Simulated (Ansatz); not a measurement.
**HS− (hydrosulfide) at 6 levels**

Wanted: a comparison of 6 runs (UHF/cc-pVDZ, CAM-B3LYP/cc-pVDZ, HSE06/cc-pVDZ, r2SCAN0/cc-pVDZ, CCSD/cc-pVDZ, UCCSD(T)/cc-pVDZ) of HS− (hydrosulfide). 

The results are computed with Ansatz 0.2.0.

3 further runs of the same task are left out: 2 that didn't finish, 1 set aside as unsound or not needed.

**1. The structure to begin with**

The species is HS− (2 atoms), meant as a singlet with charge -1. SMILES: `[SH-]`. The H2–S1 distance was set to 2.019 Å, away from the relaxed value.

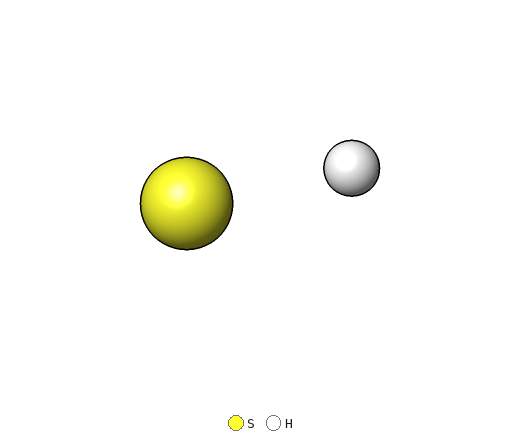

The structure, seen from a chosen angle (sulfur yellow, hydrogen white).

**2. A single-point energy at UHF/cc-pVDZ (run 1)**

Input file in.yaml:

```yaml
crystal:
  periodic: [false, false, false]
  atoms:
    - {symbol: S, position_ang: [1.149442, -0.375814, 0.591022]}
    - {symbol: H, position_ang: [-0.574700, 0.187900, -0.295500]}
basis:
  gaussian:
    orbitals: cc-pVDZ
total_charge: -1
magnetization:
  spin_polarized: true
hamiltonian:
  xc: hf
accuracy: high
```

Command:

```bash
$ ansatz run in.yaml --threads 1 --pin off --max-ram 2610MiB --events-out events.jsonl --progress --plain --runs-dir runs
```

Standard output:

```text
Warning: RAYON_NUM_THREADS=1 ignored (pool sized by the plan → 1); use --threads N
Functional definition: HF
  name "HF"
  exchange = exact_x
  correlation = 0
405 factors; integrals over basis functions are off by at most 3.0e-9 eV
mean field evaluation 1: about -10830.4814 eV, gradient 6.0e0 eV
mean field evaluation 2: about -10830.5207 eV, gradient 5.8e0 eV
mean field evaluation 4: about -10830.9363 eV, gradient 5.8e-1 eV
mean field evaluation 8: about -10830.9441 eV, gradient 2.3e-3 eV
mean field evaluation 16: about -10831.0425 eV, gradient 8.4e-1 eV
mean field evaluation 32: about -10830.7366 eV, gradient 1.8e0 eV
mean field evaluation 64: about -10830.1742 eV, gradient 9.8e-1 eV
mean field evaluation 96: about -10830.9441 eV, gradient 1.5e-5 eV
mean field -10831.11953891 eV, -398.0363014584 hartree, gradient 2.1e-8 eV, S^2 0.423810; 4 other end points of the search recorded, 0 dependent functions left out
reference -10831.11953891 eV, -398.0363014584 hartree; 9, 9 occupied and 14, 14 virtual orbitals, 405 factors
Total energy: -10831.11953891 eV, -398.0363014584 hartree
```

Run time: 0.28 s. Hardware: 1 thread of Arm Neoverse V2, shared host.

**3. The energy at CAM-B3LYP/cc-pVDZ (run 2)**

in.yaml: that of step 2 with these lines changed.

```diff
@@ -6,9 +6,5 @@
 basis:
-  gaussian:
-    orbitals: cc-pVDZ
+  gaussian: {orbitals: cc-pVDZ}
+hamiltonian: {xc: {name: CAM-B3LYP}}
 total_charge: -1
-magnetization:
-  spin_polarized: true
-hamiltonian:
-  xc: hf
 accuracy: high
```

Command:

```bash
$ ansatz run in.yaml --threads 1 --pin off --max-ram 2610MiB --events-out events.jsonl --progress --plain --runs-dir runs
```

Standard output:

```text
Warning: RAYON_NUM_THREADS=1 ignored (pool sized by the plan → 1); use --threads N
Functional definition: CAM-B3LYP
  name "CAM-B3LYP"
  parameter alpha = 0.19
  parameter beta = 0.46
  parameter omega = 0.33/bohr
  parameter ac = 0.81
  exchange = (1 - alpha - beta)*b88_x + beta*b88_x_sr(omega) + alpha*exact_x + beta*exact_x_lr(omega)
  correlation = (1 - ac)*vwn5_c + ac*lyp_c
405 factors; integrals over basis functions are off by at most 3.0e-9 eV
136 factors; integrals over basis functions are off by at most 1.6e-9 eV
mean field evaluation 1: about -10849.9200 eV, gradient 1.0e1 eV
mean field evaluation 2: about -10850.0758 eV, gradient 6.8e0 eV
mean field evaluation 4: about -10850.2214 eV, gradient 2.1e-1 eV
mean field evaluation 8: about -10850.2228 eV, gradient 4.1e-3 eV
mean field evaluation 16: about -10850.2228 eV, gradient 4.1e-8 eV
mean field -10850.22279147 eV, -398.7383330414 hartree, gradient 2.9e-8 eV, S^2 0.000000; 0 other end points of the search recorded, 0 dependent functions left out
reference -10850.22280413 eV, -398.7383335067 hartree; 9, 9 occupied and 14, 14 virtual orbitals, 405 factors
Total energy: -10850.22280413 eV, -398.7383335067 hartree
```

Wall time 0.6 s (1 thread of Arm Neoverse V2, shared host).

Run 3 isn't shown in full; the table further down has it.

**4. The energy at r2SCAN0/cc-pVDZ (run 4)**

in.yaml: that of step 3 with these lines changed.

```diff
@@ -7,4 +7,4 @@
   gaussian: {orbitals: cc-pVDZ}
-hamiltonian: {xc: {name: CAM-B3LYP}}
 total_charge: -1
+hamiltonian: {xc: {name: r2SCAN0}}
 accuracy: high
```

Command:

```bash
$ ansatz run in.yaml --threads 1 --pin off --max-ram 2610MiB --events-out events.jsonl --progress --plain --runs-dir runs
```

Standard output:

```text
Warning: RAYON_NUM_THREADS=1 ignored (pool sized by the plan → 1); use --threads N
Functional definition: r2SCAN0
  name "r2SCAN0"
  parameter a = 0.25
  parameter k0 = 0.174
  parameter k1 = 0.065
  parameter a1 = 4.9479
  exchange = (1 - a)*r2scan_x(k0 = k0, k1 = k1, a1 = a1) + a*exact_x
  correlation = r2scan_c
405 factors; integrals over basis functions are off by at most 3.0e-9 eV
mean field evaluation 1: about -10848.5566 eV, gradient 1.3e1 eV
mean field evaluation 2: about -10848.1526 eV, gradient 1.5e1 eV
mean field evaluation 4: about -10849.0610 eV, gradient 2.8e-1 eV
mean field evaluation 8: about -10849.0613 eV, gradient 5.8e-3 eV
mean field evaluation 16: about -10849.0613 eV, gradient 6.5e-8 eV
mean field -10849.06131478 eV, -398.6956495602 hartree, gradient 2.9e-8 eV, S^2 0.000000; 0 other end points of the search recorded, 0 dependent functions left out
reference -10849.06131509 eV, -398.6956495718 hartree; 9, 9 occupied and 14, 14 virtual orbitals, 405 factors
Total energy: -10849.06131509 eV, -398.6956495718 hartree
```

It took 1.1 s on 1 thread of Arm Neoverse V2, shared host; peak memory 0.091 GiB.

Run 5 isn't shown in full; the table further down has it.

**5. The energy at UCCSD(T)/cc-pVDZ (run 6)**

Input file molecule.yaml:

```yaml
crystal:
  periodic: [false, false, false]
  atoms:
    - symbol: S
      position_ang: [1.149442, -0.375814, 0.591022]
    - symbol: H
      position_ang: [-0.574700, 0.187900, -0.295500]
basis:
  gaussian: {orbitals: cc-pVDZ}
correlation: {method: ccsd_t, frozen_orbitals: {H: 0, S: 5}}
scf: {omitted_lower_state_checks: [cluster_reference, increment]}
magnetization: {spin_polarized: true, initial_magnetization: 0}
total_charge: -1
accuracy: high
```

Command:

```bash
$ ansatz run molecule.yaml --threads 1 --pin off --max-ram 2610MiB --events-out events.jsonl --progress --plain --runs-dir runs
```

Standard output:

```text
Warning: RAYON_NUM_THREADS=1 ignored (pool sized by the plan → 1); use --threads N
[... 15 lines left out ...]
5 core orbitals not correlated: weight in the atoms' cores, before any rotation towards them, 1.000 or more for the frozen orbitals, at most 0.000 for the correlated occupied ones
[... 26 lines left out ...]
Total energy: -10835.54992388 eV, -398.1991151032 hartree
Checks for a lower state left out: cluster_reference, increment
```

It took 0.58 s on 1 thread of Arm Neoverse V2, shared host.

**6. The series**

```csv
run,level,frozen core orbitals,energy (Eh),wall time
1,UHF/cc-pVDZ,–,-398.036301,0.28 s
2,CAM-B3LYP/cc-pVDZ,–,-398.738334,0.6 s
3,HSE06/cc-pVDZ,–,-398.581326,0.6 s
4,r2SCAN0/cc-pVDZ,–,-398.695650,1.1 s
5,CCSD/cc-pVDZ,5,-398.195463,0.24 s
6,UCCSD(T)/cc-pVDZ,5,-398.199115,0.58 s
```

**7. Summary of results**

| quantity | value |
| --- | --- |
| run 6: total energy | -398.19912 Eh |
| run 6: correlation energy (5 core orbitals frozen) | -162.8 mEh |
| run 6: (T) correction | -4.76 mEh |
| run 6: ⟨S²⟩ of the reference determinant | 0.424 |
| run 6: T1 diagnostic | 0.085 |

Below the UHF energy at the same shape and in the same basis (cc-pVDZ): CCSD -159.2 mEh; UCCSD(T) -162.8 mEh. Some of these start from another determinant than that one, so these aren't their correlation energies. Totals of different functionals can't be ranked against each other. In run 5 the log says that unrestricted orbitals would lower the reference, so the values rest on an unstable closed-shell determinant (other closed-shell runs at this shape may share the fault). Spin contamination of the reference: run 1 ⟨S²⟩ = 0.42, run 6 ⟨S²⟩ = 0.42. All runs together took 3.4 s, the longest 1.1 s.
